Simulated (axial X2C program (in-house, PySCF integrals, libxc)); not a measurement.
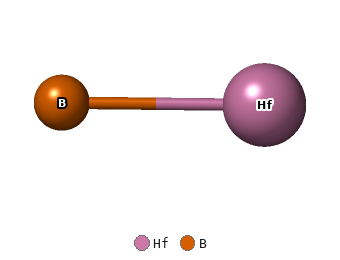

**Figure 1.** The molecule at the reference distance of 2.135 Å.

## HfB: relativistic diatomic calculation

HfB, single determinant with Ω = 3/2. Computed at this level: PBE0, two-component X2C with atomic mean-field Coulomb and Gaunt terms, Hf dyall-cv3z, B dyall-v3z (cores contracted) (axial X2C program (in-house, PySCF integrals, libxc)).

Log:
```
two-component X2C + atomic mean field  PBE0
basis functions 227  fitting functions 1179  grid points 5080
iter        total energy     max residual
   1     -15101.102527529     3.55e-05
   2     -15101.102527530     4.88e-06
converged
one-electron -20888.55819133  Coulomb 6027.50601237  exact exchange -77.85169922  xc functional -238.71614169  nuclear repulsion 89.22894423  atomic mean-field constant -12.71145189
```

The points of the curve:

```csv
R (Å),E (hartree),"dipole (D; origin at the first atom, positive when the second is positive)",highest filled (eV),lowest empty (eV)
2.007,−15101.097664,−2.42,−5.20,−2.71
2.071,−15101.101476,−2.51,−5.25,−2.66
2.135,−15101.102528,−2.60,−5.30,−2.68
2.210,−15101.101055,−2.68,−5.35,−2.71
2.284,−15101.097408,−2.75,−5.40,−2.75
```

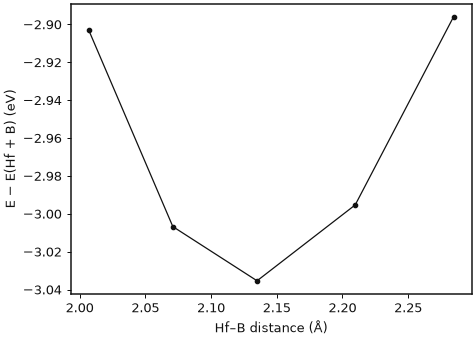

**Figure 2.** Energy at 5 bond lengths, for one set of occupations held fixed; the line joins the points. A polynomial of degree 3 through 5 points gives rₑ = 2.131 Å, ωₑ = 615.1 cm⁻¹ and Bₑ = 0.3577 cm⁻¹. The minimum lies 3.04 eV below Hf + B, each computed as one determinant at the same level.

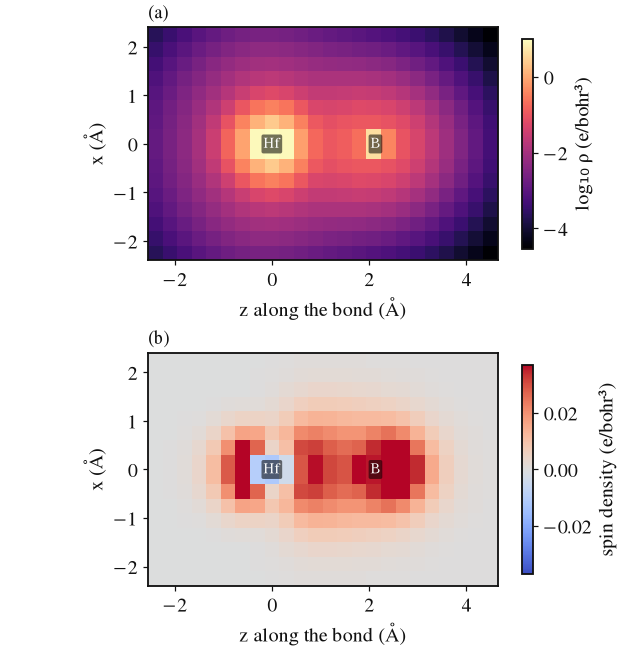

**Figure 3.** (a) electron density on a logarithmic scale; (b) spin density, in a plane that holds the axis, at 2.13 Å, on points 0.3 Å apart (one half computed, the other mirrored); the structure near the nuclei is finer than these points.

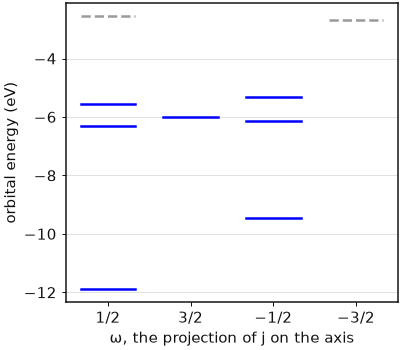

**Figure 4.** Orbital energies near the frontier at 2.13 Å, filled (solid) and empty (dashed). The highest filled spinor (−1/2; 53 % Hf s, 17 % Hf d) lies at −5.30 eV, the lowest empty one (−3/2; 90 % Hf d, 8 % B p) at −2.68 eV.

Input:
```
{"zs": [72, 5], "q": 0, "bas": ["dyall-cv3z", "dyall-v3z"], "levels": ["PBE0", "HF", "r2SCAN0"], "cc": true, "r0": 2.37, "thr": -1.0, "nmax": 90, "npts": 10, "nst": 2, "ntry": 6}
```

The line is the task of a batch: nuclear charges, charge, bases, the levels to run, a first guess of the distance and further settings. This report covers PBE0 with spin-orbit coupling. The log is that of the reference distance 2.135 Å, started from orbitals converged before.

The run was one of a batch that the task file lists, launched with:
```bash
python <driver script> task.json out
```

Results in brief:

```
                 quantity                                                                 value
                  outcome                                                             converged
           bond length rₑ                                                               2.131 Å
                       ωₑ                                                            615.1 cm⁻¹
    energy at the minimum                                                  −15101.10253 hartree
depth below the fragments                                                               3.04 eV
                 hardware  1 thread of Arm Neoverse V1, 24 GiB of memory available, shared host
                wall time                                                                  19 s
              peak memory                                                              0.56 GiB
```

Notes:

Limits: 5 of the 10 points asked for were kept.
